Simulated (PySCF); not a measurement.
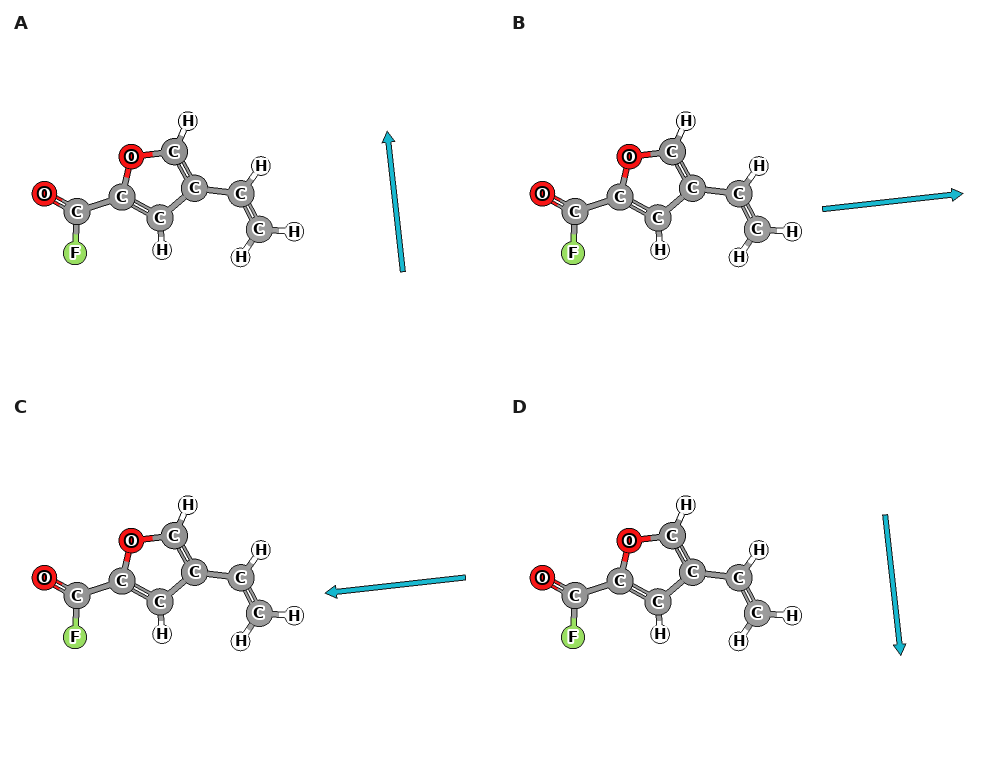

The same molecule four times, each with an arrow. The geometry was computed by an optimisation with GFN2-xTB. No frequency run is at hand to confirm it as a minimum. Properties computed with B3LYP/def2-SVPD, gas phase (PySCF 2.14.0).

### Which arrow points along the dipole moment, from the negative to the positive end?

B. The dipole moment is 4.81 D.
